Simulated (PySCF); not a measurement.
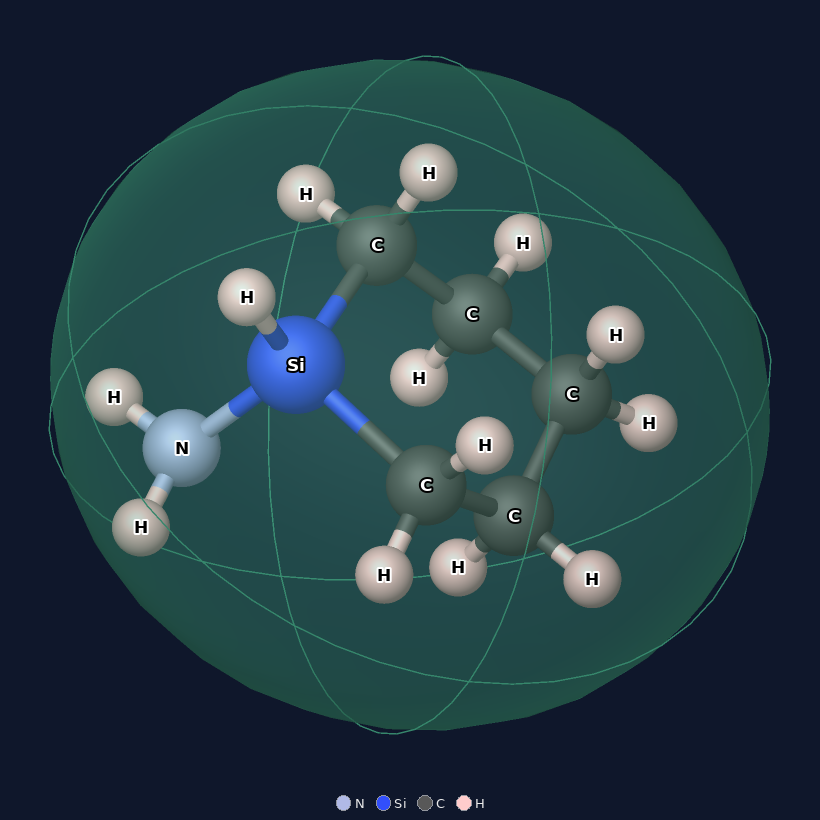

The ellipsoid shows the static dipole polarisability: its half-axes are proportional to the principal values. Computed geometry: GFN2-xTB optimisation. No frequency run is at hand to confirm it as a minimum. Computed with B3LYP/def2-SVPD (PySCF 2.14.0).

> How large and how anisotropic is the polarisability?

Principal values 83.3, 91.0, 97.3 bohr³; mean 90.5 bohr³ (13.41 Å³); anisotropy 12.1 bohr³, so the longest axis is 1.17 times the shortest.

The geometry is semi-empirical. Around Si such bond lengths and angles can be off by a tenth of an ångström or more and by several degrees, and values that hang on the shape move with them.
